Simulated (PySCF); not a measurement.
## Electronic structure of ICl (SMILES ClI) in real space

Input

```
{"job": {"kind": "sp", "xc": "wB97X", "basis": "ma-def2-TZVP", "d3": "d3bj", "grid": 2}, "charge": 0, "multiplicity": 1}
Cl     1.182195    -0.006192    -0.005242
I     -1.176643     0.008683    -0.023078
```

Command:

```sh
OMP_NUM_THREADS=1 python redox_run.py task.json out
```

Geometry: PBE0-D3(BJ)/ma-def2-SVP; core potentials replace the inner electrons of I.

The calculation used PySCF, DFT single point, gas phase, functional wB97X.

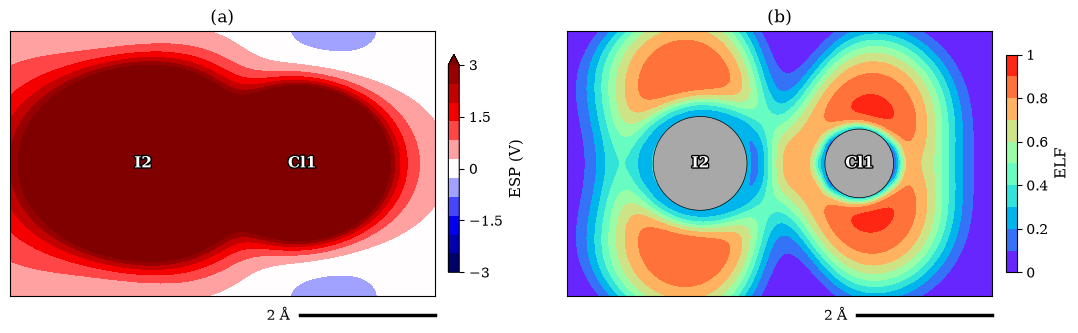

Figure 1. (a) molecular electrostatic potential; (b) electron localisation function on a plane that holds the molecular axis. Grey discs cover the atomic cores in the ELF map.

Question: Read the bonding off the picture.

Answer:
- The plane passes through Cl and I nuclei.
- I–Cl (2.36 Å): the ELF peaks at about 0.80 between the atoms: localised, covalent bonding.
- The ELF also peaks beside I2 and Cl1, away from the bonds: lone-pair regions.
- Outside the dense part of the molecule the potential is most negative (−0.4 V) near Cl1.

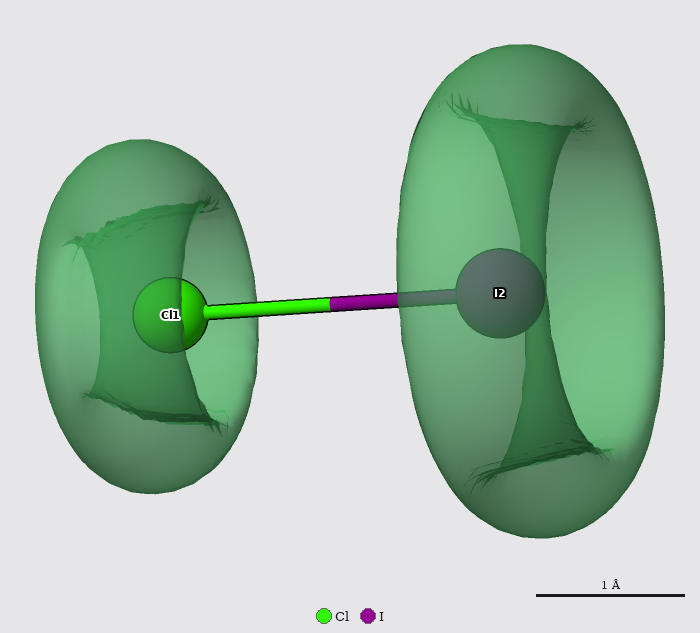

Figure 2. Isosurface of the electron localisation function at 0.85 (green), seen from one side. Core shells and regions of very low density are left out.

Question: Describe the localisation domains.

Answer: The surface consists of one ring or bowl of non-bonding electrons around I and one region wrapped around Cl (its lone pairs, merged into a ring or cap).

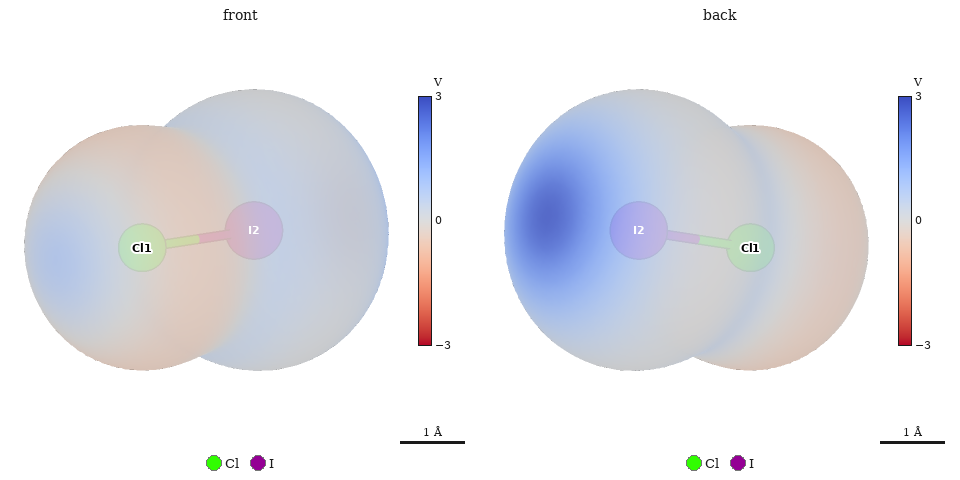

Figure 3. The electrostatic potential painted on the density surface at 0.002 e/bohr³, seen from the front and from behind; the colour scale runs from red (negative) to blue (positive).

Question: Where is the surface potential most negative and most positive?

Answer: The most negative region (about −0.4 V, or −9 kcal/mol for a unit charge) lies over Cl1, the most positive (about +2.6 V, or +60 kcal/mol for a unit charge) over I2. Cl1 shows a σ-hole: about +0.8 V, or +18 kcal/mol for a unit charge at the tip opposite its bond, against about −0.4 V, or −9 kcal/mol for a unit charge on its flanks. I2 shows a σ-hole: about +2.6 V, or +60 kcal/mol for a unit charge at the tip opposite its bond, against about +0.1 V on its flanks.

Question: How polar is the molecule by this calculation?

Answer: Its dipole moment is 1.38 D.
